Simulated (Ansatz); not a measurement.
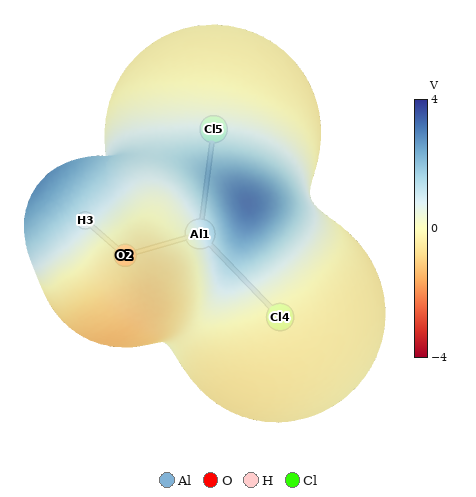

*AlCl2HO. The molecular electrostatic potential painted on the density surface at 0.002 e/bohr³, seen at a tilt; red is negative and blue positive.*

Level of theory: Ansatz 0.2.0, RKS PBE-D4/def2-SVP.

```json
{"atom": "Al", "x (Å)": "-0.0423", "y (Å)": "-0.0332", "z (Å)": "-0.0367"}
{"atom": "O", "x (Å)": "-0.0188", "y (Å)": "-0.1305", "z (Å)": "1.6635"}
{"atom": "H", "x (Å)": "-0.8263", "y (Å)": "-0.1708", "z (Å)": "2.2002"}
{"atom": "Cl", "x (Å)": "1.8059", "y (Å)": "0.0354", "z (Å)": "-1.0160"}
{"atom": "Cl", "x (Å)": "-1.8281", "y (Å)": "0.0176", "z (Å)": "-1.1440"}
```

### Describe the electrostatic potential map.

The most negative region (about −1.3 V) lies over O2, the most positive (about +3.2 V) over Al1. O2 is the likeliest acceptor of a hydrogen bond.
